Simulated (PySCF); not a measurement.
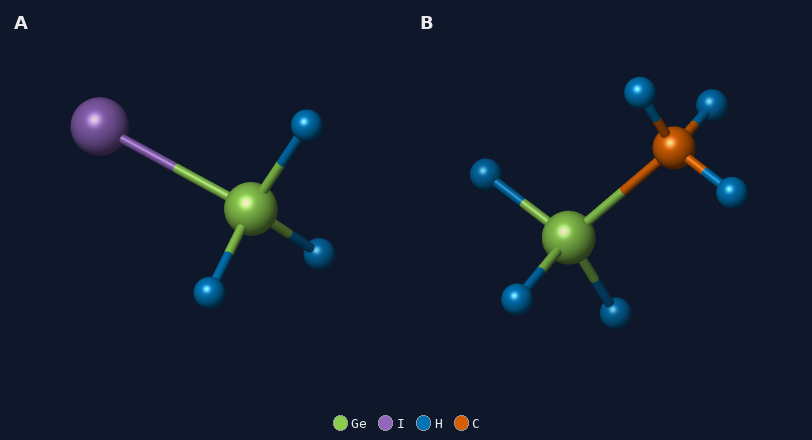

Two related species, optimised with PBE0-D3(BJ)/def2-SVP; properties computed with PySCF 2.14.0. Both: charge 0, singlet.

Question: Identify both.

Answer: A is GeIH3, B is GeMeH3.

Compare them. With CAM-B3LYP/def2-SVPD, core potentials on I: dipole moment (D), HOMO–LUMO gap (eV), HOMO energy (Kohn–Sham orbital) (eV), lowest vertical singlet excitation (eV), mean static polarisability (bohr³). With PBE0-D3(BJ)/def2-SVP: mean Ge–H length (Å).

```csv
quantity,A,B
dipole moment (D),1.73,0.67
HOMO–LUMO gap (eV),8.43,11.31
HOMO energy (Kohn–Sham orbital) (eV),−8.80,−10.32
lowest vertical singlet excitation (eV),5.06,8.23
mean static polarisability (bohr³),68.3,46.7
mean Ge–H length (Å),1.534,1.541
```

Each is one conformer, and no frequency run is at hand to confirm it as a minimum.
